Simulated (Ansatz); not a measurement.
BF2HO···ClH3Si

```yaml
atoms:
  - { symbol: B, position_ang: [-0.0847, -1.5244, 1.0523] }
  - { symbol: Cl, position_ang: [-1.7202, 0.7552, -0.2601] }
  - { symbol: F, position_ang: [-0.1489, -2.2920, -0.0168] }
  - { symbol: F, position_ang: [-0.9665, -1.7094, 2.0240] }
  - { symbol: Si, position_ang: [0.0096, 1.2745, -1.2981] }
  - { symbol: O, position_ang: [0.9081, -0.6177, 1.1531] }
  - { symbol: H, position_ang: [0.9116, 2.0246, -0.3835] }
  - { symbol: H, position_ang: [0.6486, 0.0363, -1.8108] }
  - { symbol: H, position_ang: [-0.4094, 2.1539, -2.4246] }
  - { symbol: H, position_ang: [0.8519, -0.1010, 1.9643] }
```

These are results of RKS PBE0-D4/def2-SVP (Ansatz 0.2.0), not measurements.

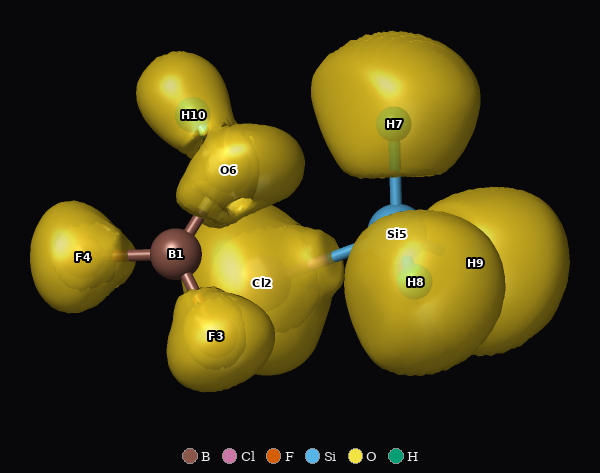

Figure 1. Isosurface of the ELF at 0.8 (yellow), seen at a tilt. Core shells and regions of very low density are left out.

### Where are the electrons localised?

At this value the surface marks out three regions around hydrogen nuclei, one region on Cl in which the atom's valence shell and bonds are merged, two regions on F in which the atom's valence shell and bonds are merged and one joined region spread over several atoms (H, O), in which their bonds and any lone pairs are merged. Along the contacts the grid gives the following. B1···Cl2 (3.10 Å): the ELF dips to about 0.05 between them. B–F (1.32 Å): the ELF peaks at about 0.85 between the atoms, as expected for a polar covalent bond.

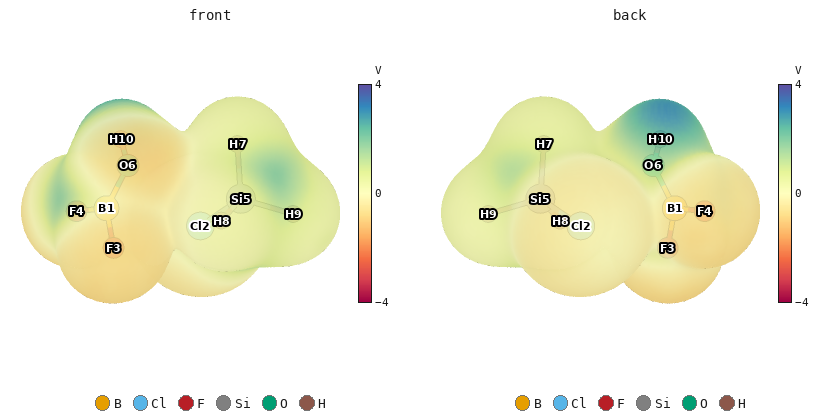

Figure 2. The molecular electrostatic potential painted on the density surface at 0.002 e/bohr³, seen from the front and from behind; the colour scale runs from red (negative) to blue (positive).

### Which sites attract a positive test charge, and which a negative one?

A positive charge is drawn to the negative regions and a negative charge to the positive ones. The most negative region (about −0.9 V) lies over O6, the most positive (about +3.0 V) over H10.

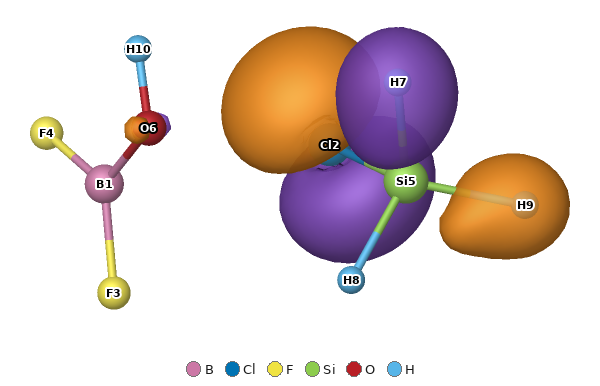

Figure 3. The HOMO at ±0.15 Å⁻³ᐟ² (orange and purple are the two phases), seen at a tilt.

### What is the character of this orbital?

Its weight (Hirshfeld) is mainly on Cl2 (about 65 %), Si5 (about 15 %), H7 (about 10 %) and H9 (about 5 %). Its energy is −9.00 eV.
